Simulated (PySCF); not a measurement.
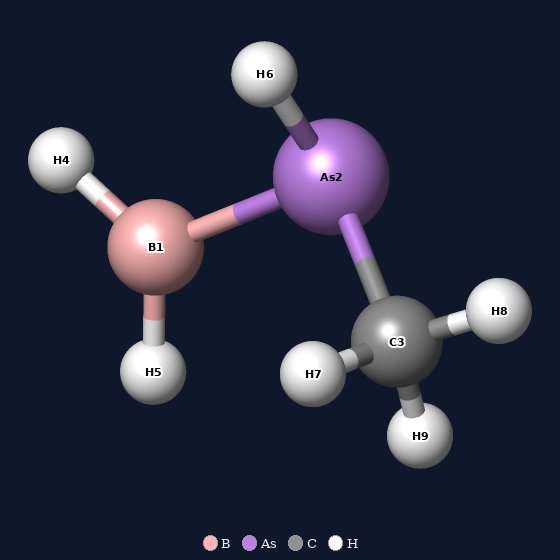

Geometry used (CH₆AsB, SMILES B[AsH]C).

GIAO shifts, PBE0/pcSseg-2 in PySCF, at a PBE0-D3(BJ)/def2-SVP geometry (no frequency check), against TMS for ¹H and BF₃.OEt₂ for ¹¹B computed at the same level. Gas phase, fully decoupled, line heights follow the number of nuclei, widths are arbitrary (no quadrupolar broadening); values of one conformer, averaged over methyl-type rotors and exact or near symmetry.

> Which ¹H signals does it give?

3 signals.


```csv
δ (ppm),nuclei,atoms
9.35,2,"H4, H5"
4.46,1,H6
1.33,3,"H7, H8, H9"
```

> How many ¹¹B lines appear, and where?

1 signal.


| δ (ppm) | nuclei | atoms |
| --- | --- | --- |
| 104.8 | 1 | B1 |

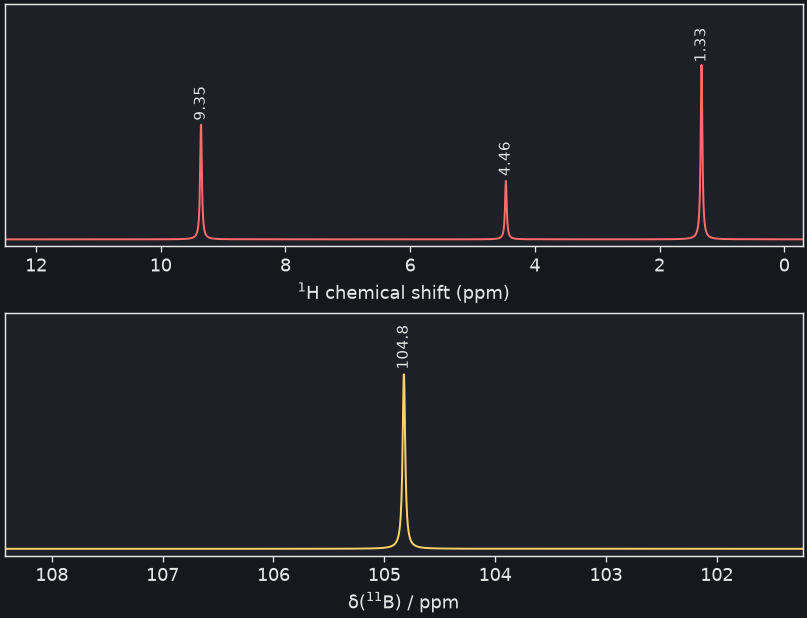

Caveats: relativity, spin-orbit coupling included, is left out, which matters for As nuclei and their neighbours.
